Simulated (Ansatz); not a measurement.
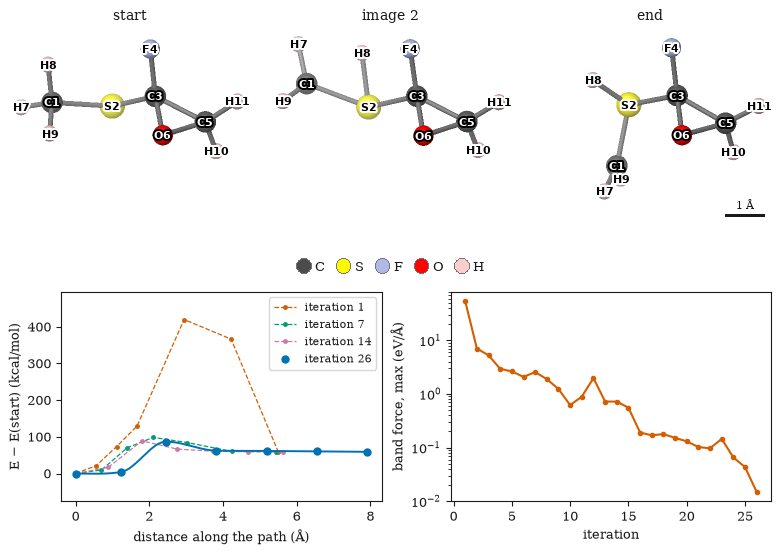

NEB run on C3H5FOS. Images are numbered from 0 (start) to 6 (end). The plot follows the band through its iterations. Style: ball-and-stick. Shown at a tilt.

The calculation used Ansatz, RKS PBE/def2-SVP. Set-up: 5 movable images; climbing image; force threshold 0.03 eV/Å; iteration limit 60; starting path through a guess of the saddle point.

Judge this run.

The result is final at these settings. The band converged in 26 iterations. The largest component of the band force went from 53 to 0.015 eV/Å. The climbing image converged on the top of the path. Its vibrational analysis gives one imaginary mode (1067i cm⁻¹), as a transition state must have. The first iteration put the highest image at 419.9 kcal/mol. Forward barrier 86.9 kcal/mol, backward barrier 27.7 kcal/mol, with image 2 at the top; the reaction energy is +59.2 kcal/mol.

The run took 4.9 min on 2 threads of Arm Neoverse V1, on a shared host, peak memory 0.15 GiB.
